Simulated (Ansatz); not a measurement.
## Exact exchange and the electronic atomisation energy of S2 (sulfur dimer)

S2: 2 atoms, total charge 0, spin state triplet. SMILES: `S=S`. The bond length is the measured one.

The electronic atomisation energy y, in eV, basis cc-pVTZ; a is the functional's share of exact exchange. Programs: Ansatz 0.2.0.

| functional | program | a | y (eV) |
| --- | --- | --- | --- |
| U-r2SCAN | Ansatz | 0 | 4.72 |
| U-revPBE | Ansatz | 0 | 4.62 |
| UB3LYP | Ansatz | 0.2 | 4.37 |
| UPBE0 | Ansatz | 0.25 | ? |
| U-r2SCAN0 | Ansatz | 0.25 | 4.40 |
| UBHLYP | Ansatz | 0.5 | 3.93 |

Q: Fit y = c + s·a to the known rows and predict UPBE0.

A: 
1. Means of the 5 rows: a = 0.1900, y = 4.408.
2. Σ(Δa)² = 0.172, Σ(Δa·Δy) = -0.2486, so the slope is -0.2486/0.172 = -1.4453.
3. Intercept: 4.408 − (-1.4453) × 0.1900 = 4.683. The largest residual of the fit is 0.078.
4. UPBE0: 4.683 + (-1.4453) × 0.25 = 4.32 eV.

The run gave 4.53 eV, so the prediction is off by -0.21 eV, more than the scatter of the fit. The rows mix families of semi-local functionals, which the line can't see.

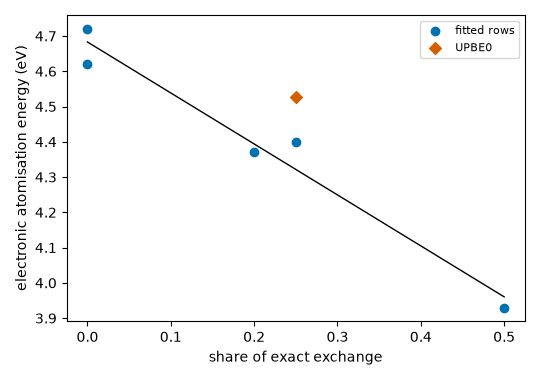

The fitted line, with the withheld row.
